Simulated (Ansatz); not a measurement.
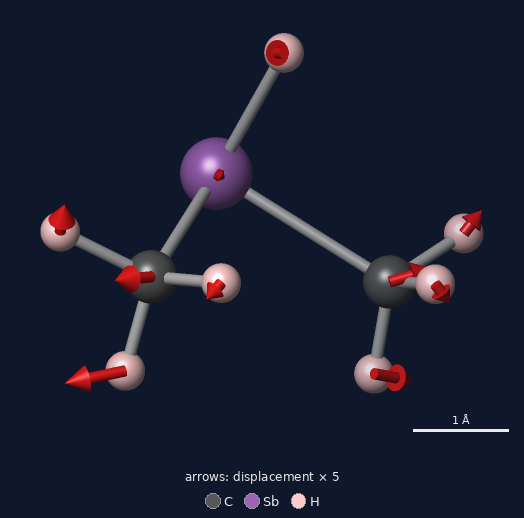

A relaxation of C₂H₇Sb (coarse preliminary run). The starting structure is drawn; red arrows show the displacements, magnified 5 times. The two geometries are superimposed by the best rigid fit.

The picture is a ball-and-stick view, seen at a tilt.

The start comes from a force field.

These are results of Ansatz, RKS PBE-D4/def2-SVP, not measurements.

Input file:
```yaml
crystal:
  periodic: [false, false, false]
  atoms:
    - {symbol: C, position_ang: [-0.818200, 1.024800, -0.751900]}
    - {symbol: Sb, position_ang: [0.596700, -0.482200, -1.124400]}
    - {symbol: C, position_ang: [0.392600, -1.214500, 0.889500]}
    - {symbol: H, position_ang: [-1.799200, 0.622300, -0.680800]}
    - {symbol: H, position_ang: [-0.856700, 1.780800, -1.626700]}
    - {symbol: H, position_ang: [-0.622000, 1.621000, 0.175300]}
    - {symbol: H, position_ang: [1.957800, 0.590800, -0.686500]}
    - {symbol: H, position_ang: [-0.513600, -1.708700, 1.020800]}
    - {symbol: H, position_ang: [1.249600, -1.917900, 1.148100]}
    - {symbol: H, position_ang: [0.496100, -0.367500, 1.639600]}
basis:
  gaussian: {orbitals: def2-SVP}
hamiltonian: {xc: pbe, dispersion: d4}
relax: {f_tol: 0.03, max_steps: 200}
```

What did the optimiser do to the structure, and how much energy did it gain?

Over 5 geometry steps the energy falls by 0.307 eV. Largest force component: 3.4 eV/Å at the start, 0.0054 eV/Å at the end. H4 moves most after the best rigid fit: 0.13 Å. By element the largest moves are H 0.13 Å, C 0.11 Å, Sb 0.02 Å. Near-neighbour distances that change, for instance: C1–Sb2 2.100 → 2.199 Å, C3–H8 1.041 → 1.107 Å, C1–H5 1.157 → 1.107 Å, Sb2–H7 1.788 → 1.741 Å. Among the angles between lasting bonds that change: H9–C3–H10 104.0° → 109.6°, Sb2–C1–H6 114.3° → 110.5°, C1–Sb2–C3 90.8° → 94.2°.
